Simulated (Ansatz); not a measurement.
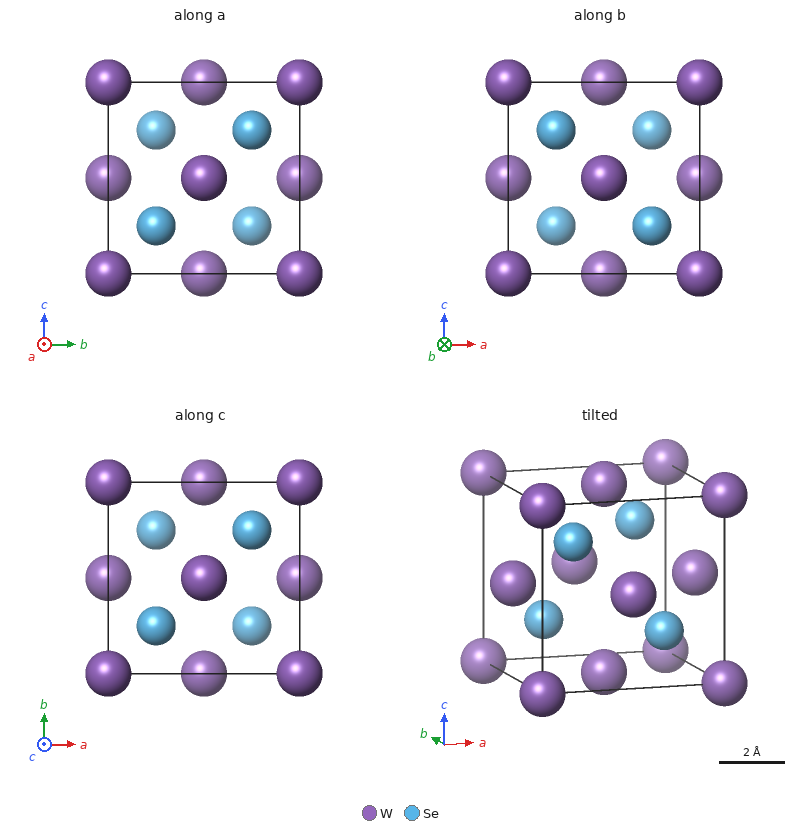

Structure drawing (spheres-only), viewed along the a axis, along the b axis, along the c axis and slightly off an axis. Thin lines show the conventional unit cell, with boundary atoms drawn in all their periodic places.

Lattice parameters: a = 5.900 Å, b = 5.900 Å, c = 5.900 Å, α = 90.00°, β = 90.00°, γ = 90.00°. Put a along x and b in the xy plane.

Set out the cell and atoms as a POSCAR file.

```
W Se
1.0
     5.900    0.000    0.000
     0.000    5.900    0.000
     0.000    0.000    5.900
W Se
4 4
Direct
  0.0000 0.0000 0.0000
  0.0000 0.5000 0.5000
  0.5000 0.0000 0.5000
  0.5000 0.5000 0.0000
  0.2500 0.2500 0.7500
  0.2500 0.7500 0.2500
  0.7500 0.2500 0.2500
  0.7500 0.7500 0.7500
```

The structure was taken from a structure type filled with these elements by a generator (whether the compound takes this form wasn't checked). Earlier steps of the study, as a rule a relaxation of our own, may have changed the cell and positions, so they can lie some per cent off the listed ones. An electronic-structure calculation with Ansatz was run on it.

At this level of theory the run's own cell isn't at rest (compressed, at 12 GPa), so its distances can differ from those at equilibrium, the more so the softer the solid.
